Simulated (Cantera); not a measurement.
A closed system holds: 1 mol PbF2, 2.1 mol H2, at 13300 Pa.

These are equilibrium values from Cantera (NASA tables, ideal gas, pure condensed phases), not measurements of a reactor. Candidate condensed phases: Pb, PbF2; 16 gas species. Rates play no part.

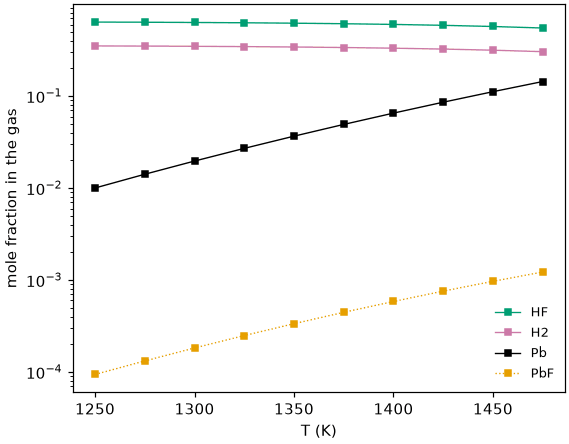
Equilibrium gas composition (values under 1e-9 drawn at 1e-9)

Question: Read off the mole fractions at 1275 K.

Answer: HF about 0.64, H2 about 0.35, Pb about 0.014, PbF about 0.00013.
